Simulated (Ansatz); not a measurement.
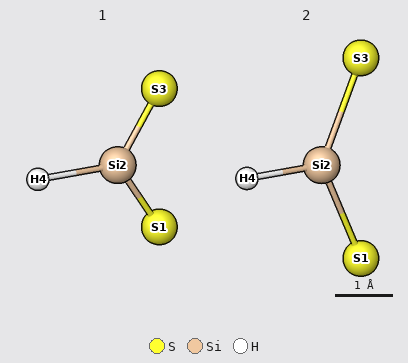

Two geometries of SiHS2 (charge −1), drawn at one scale. One is the start of a relaxation, the other its converged end. The picture is a ball-and-stick view, seen at a tilt.

The calculation used Ansatz, RKS PBE-D4/def2-SVPD. Settings: force threshold 0.03 eV/Å; at most 250 steps.

Question: Which of the two is the end point?

Answer: Structure 2 is the relaxed one. It is one of the separated reactants of a reaction. The largest moves after the best rigid fit, 0.58 Å, are those of S1 and S3. Largest moves by element: S 0.58 Å, H 0.10 Å. Si stays in place. Among the contacts that change: S1–S3 2.574 → 3.732 Å, S1–Si2 1.541 → 2.029 Å, Si2–H4 1.622 → 1.520 Å. Among the angles between lasting bonds that change: S1–Si2–S3 113.3° → 133.7°, S1–Si2–H4 123.4° → 113.1°. The energy falls by 13.176 eV in 5 geometry steps. Largest force component: 33 eV/Å at the start, 0.019 eV/Å at the end.
